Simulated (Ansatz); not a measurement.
Method: PBE (plane waves to 420 eV, PAW; Ansatz, a first-principles code).

Host crystal: anatase TiO2, with a band gap (PBE, scalar-relativistic without spin-orbit coupling).

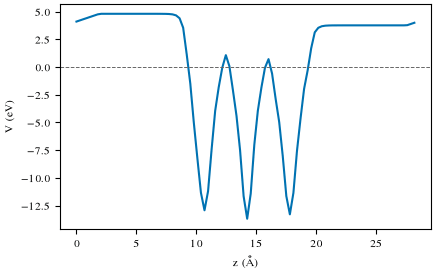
Figure: Planar average of the electrostatic potential across the slab, in eV from the Fermi level, for H on the 1x1 (101) surface of anatase TiO2 (cut with top plane O), one in a 2x1 cell, started at the site 'top O'

Model: 37-atom slab, 9.4 Å thick at the start under the adsorbate (thin: gaps and levels are the slab's own), 3x4x1 mesh, Fermi-Dirac 0.01 eV, dipole correction, 14 atoms held, the rest relaxed; no symmetry held; spin-polarised, ending with about 0.5 μB a cell, a value that depends on the mesh; orders that need a larger cell were not tried, no spin-orbit, no U, no dispersion correction. The slab shows no gap over 0.04 eV on its mesh. At the end it is bonded to O. In PBE it is, or lies within 0.03 eV of, the lowest of the starts that converged.

**Question.** The surface cell has an area of 39.58 Å². What dipole along the normal does the step between the two vacuum levels imply?

**Answer.** the top vacuum level lies 1.04 eV below the bottom one; p = −ε₀ A ΔV (ε₀ = 0.005526 e/(V·Å)) gives 0.23 e·Å a cell.
